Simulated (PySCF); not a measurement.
# CCSDT/6-31G run of BH3 (SMILES [H]B([H])[H])

Aim: the energy change on altering one bond length of BH3 at CCSDT/6-31G, from 2 runs. Input form: a Python script.

Program for the calculation: PySCF 2.14.0.

12 further runs of the same task are left out: 1 that didn't finish, 11 set aside as unsound or not needed.

## (1) The molecule

BH3: 4 atoms, total charge 0, spin state singlet. As SMILES, `[H]B([H])[H]`. The coordinates come from a GFN2-xTB relaxation.

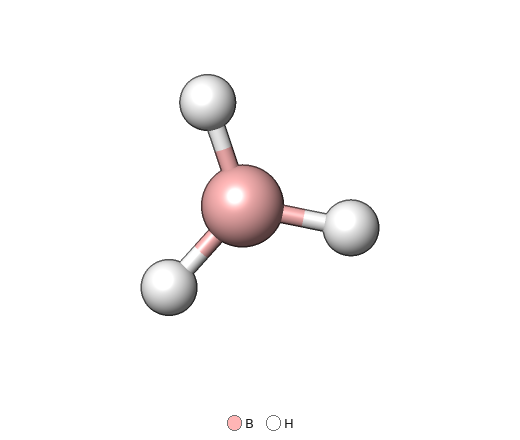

Viewed from a chosen angle; boron pink, hydrogen white.

## (2) The energy at CCSDT/6-31G

job.py

```python
from pyscf import gto, cc

system = gto.M(
    atom=[
    ('B', (0.000060, 0.000030, -0.001400)),
    ('H', (1.163870, -0.030320, 0.015280)),
    ('H', (-0.555340, 1.023410, -0.018650)),
    ('H', (-0.608600, -0.993120, 0.004770)),
],
    max_memory=1860,
    basis='6-31g',
    verbose=3,
)

hf = system.RHF()
hf.conv_tol = 1e-10
hf.kernel()
if not hf.converged:
    hf = hf.newton().run(hf.mo_coeff, hf.mo_occ)

mycc = cc.CCSDT(hf, frozen=1)
mycc.kernel()
e_tot = mycc.e_tot
print(f'total energy: {e_tot:.8f} hartree')
```

On the command line:

```
$ OMP_NUM_THREADS=1 python job.py
```

What it wrote:

```text
converged SCF energy = -26.376094329036
_make_eris_incore_RCCSDT

WARN: A large `blksize` is being used, which may cause large memory consumption
      for storing contraction intermediates. If memory is sufficient, consider using
      `pyscf.cc.rccsdt_highm.RCCSDT` instead.

WARN: A large `blksize_oovv` is being used, which may cause large memory consumption
      for storing contraction intermediates. If memory is sufficient, consider using
      `pyscf.cc.rccsdt_highm.RCCSDT` instead.

WARN: A large `blksize_oooo` is being used, which may cause large memory consumption
      for storing contraction intermediates. If memory is sufficient, consider using
      `pyscf.cc.rccsdt_highm.RCCSDT` instead.

RCCSDT converged
E(RCCSDT) = -26.44763108493947   E_corr = -0.0715367559035081
E_corr(same-spin) = -0.00572161657824609
E_corr(oppo-spin) = -0.065815139325262
total energy: -26.44763108 hartree
```

Wall time 0.97 s (1 thread of Arm Neoverse V1, shared host); peak memory 0.12 GiB.

## (3) The distorted shape, same level

start.xyz

```xyz
4

B      0.999772    -1.842040     0.029650
H      2.163582    -1.872390     0.046330
H     -0.555340     1.023410    -0.018650
H      0.391112    -2.835190     0.035820
```

calc.py

```python
from pyscf import gto, scf, cc

molecule = gto.M(
    atom='start.xyz',
    max_memory=1860,
    verbose=4,
    basis='6-31g',
)

hf = scf.RHF(molecule)
hf.conv_tol = 1e-10
hf.kernel()
if not hf.converged:
    hf = hf.newton().run(hf.mo_coeff, hf.mo_occ)

mycc = cc.CCSDT(hf, frozen=1)
mycc.kernel()
e_tot = mycc.e_tot
print('E(%s) = %.9f' % ('CCSDT', e_tot))
```

On the command line:

```
$ OMP_NUM_THREADS=1 python calc.py
```

What it wrote:

```text
PySCF version 2.14.0

[INPUT] num. atoms = 4
[INPUT] num. electrons = 8
[INPUT] charge = 0
[INPUT] spin (= nelec alpha-beta = 2S) = 0
[INPUT] symmetry False subgroup None
[INPUT] Mole.unit = angstrom
[INPUT] Symbol           X                Y                Z      unit          X                Y                Z       unit  Magmom
[INPUT]  1 B      0.999772000000  -1.842040000000   0.029650000000 AA    1.889295267009  -3.480951110494   0.056030379593 Bohr   0.0
[INPUT]  2 H      2.163582000000  -1.872390000000   0.046330000000 AA    4.088577428039  -3.538304298374   0.087551011351 Bohr   0.0
[INPUT]  3 H     -0.555340000000   1.023410000000  -0.018650000000 AA   -1.049440506016   1.933964613141  -0.035243392223 Bohr   0.0
[INPUT]  4 H      0.391112000000  -2.835190000000   0.035820000000 AA    0.739094564031  -5.357732611106   0.067689989782 Bohr   0.0

nuclear repulsion = 5.88412293988025
number of shells = 11
number of NR pGTOs = 34
number of NR cGTOs = 15
basis = 6-31g
ecp = {}

[... 37 lines left out ...]
converged SCF energy = -26.1218417533859
[... 16 lines left out ...]
WARN: A large `blksize` is being used, which may cause large memory consumption
[... 3 lines left out ...]
WARN: A large `blksize_oovv` is being used, which may cause large memory consumption
[... 3 lines left out ...]
WARN: A large `blksize_oooo` is being used, which may cause large memory consumption
[... 12 lines left out ...]
Init t2, MP2 energy = -26.219163923745  E_corr(MP2) -0.097322170359
[... 18 lines left out ...]
RCCSDT converged
[... 3 lines left out ...]
E(CCSDT) = -26.293178946
```

Wall time 1 s (1 thread of Arm Neoverse V1, shared host); peak memory 0.11 GiB.

## (4) What came out

At CCSDT/6-31G, 1 core orbital frozen:

| quantity | value |
| --- | --- |
| first shape: total energy | -26.44763 Eh |
| first shape: dipole moment (Hartree–Fock density) | 0.01 D |
| first shape: HOMO energy (Hartree–Fock orbitals) | -13.61 eV |
| first shape: LUMO energy (Hartree–Fock orbitals) | 2.37 eV |
| first shape: HOMO–LUMO gap (Hartree–Fock orbitals) | 15.98 eV |
| first shape: correlation energy (1 core orbital frozen) | -71.5 mEh |
| first shape: T1 diagnostic | 0.003 |
| distorted shape: total energy | -26.29318 Eh |
| distorted shape: dipole moment (Hartree–Fock density) | 4.08 D |
| distorted shape: HOMO energy (Hartree–Fock orbitals) | -7.28 eV |
| distorted shape: LUMO energy (Hartree–Fock orbitals) | -0.60 eV |
| distorted shape: HOMO–LUMO gap (Hartree–Fock orbitals) | 6.68 eV |
| distorted shape: correlation energy (1 core orbital frozen) | -171.3 mEh |
| distorted shape: T1 diagnostic | 0.082 |
| energy change with the B1–H3 bond stretched from 1.165 to 3.261 Å | 4.203 eV |

What this shows: With the B1–H3 bond stretched from 1.165 to 3.261 Å the energy rises by 4.20 eV (97 kcal/mol). The first shape isn't relaxed at this level, so the change isn't measured from a minimum. Mulliken charges (first shape) of the mean-field density run from -0.08 on H2 to +0.25 on B1. The T1 diagnostic (distorted shape) of 0.082 is above the customary mark for such species, so a single reference may not serve. Mulliken charges (distorted shape) of the mean-field density run from -0.24 on H3 to +0.29 on B1.
